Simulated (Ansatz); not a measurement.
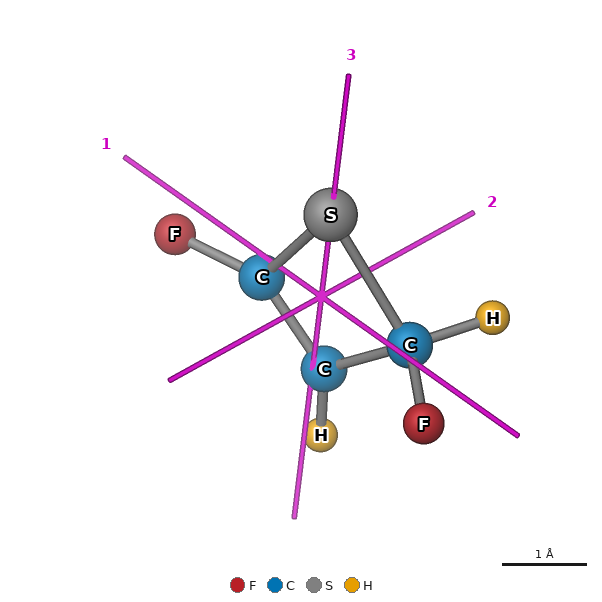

The three principal axes of inertia are drawn and numbered. Depth is shown by fading: the farther an atom, the more it takes the colour of the background. The computed structure is the end point of a PBE-D4/def2-SVP optimisation. No frequency run is at hand to confirm it as a minimum. Masses are those of the most abundant isotopes; constants are for the rigid equilibrium geometry.

Which line is the a axis (least moment of inertia), which b and which c?

a is line 1, b is line 3, c is line 2; the moments are 87.5, 225, 295 u Å².

What kind of rotor is it, and what are its rotational constants in GHz?

An asymmetric top (C1): A = 5.78, B = 2.24, C = 1.71 GHz. Ray's parameter κ is −0.74, nearer the prolate limit.
